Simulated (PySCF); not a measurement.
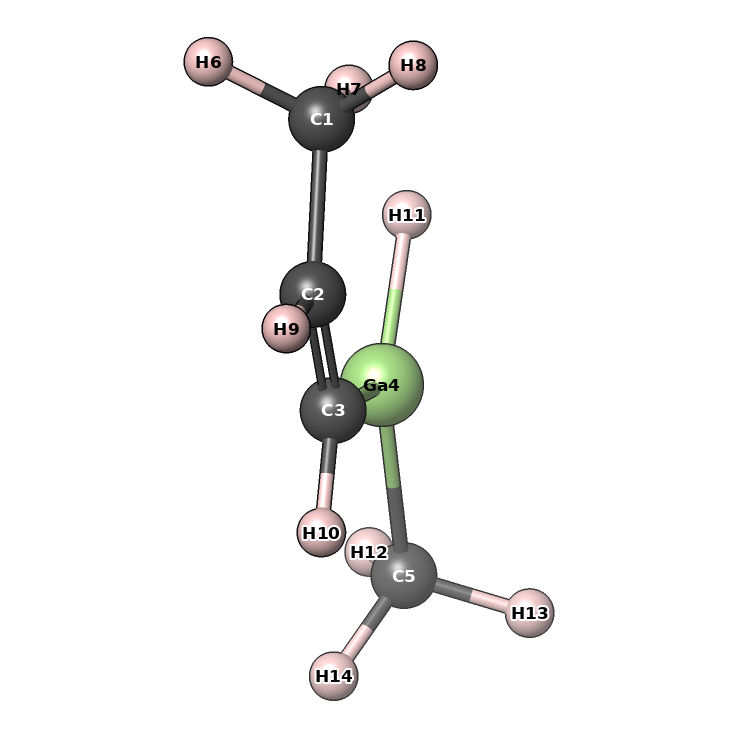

Ga4 lies behind C3. The molecule seen a little off the C3–Ga4 bond, C3 in front. Distant atoms are faded towards the background colour. The geometry was computed by an optimisation with PBE0-D3(BJ)/def2-SVP. No frequency run is at hand to confirm it as a minimum.

Q: What is the torsion angle C2–C3–Ga4–C5? The sign is positive where the front bond must turn clockwise to cover the back bond.

A: −179°, antiperiplanar (anti).
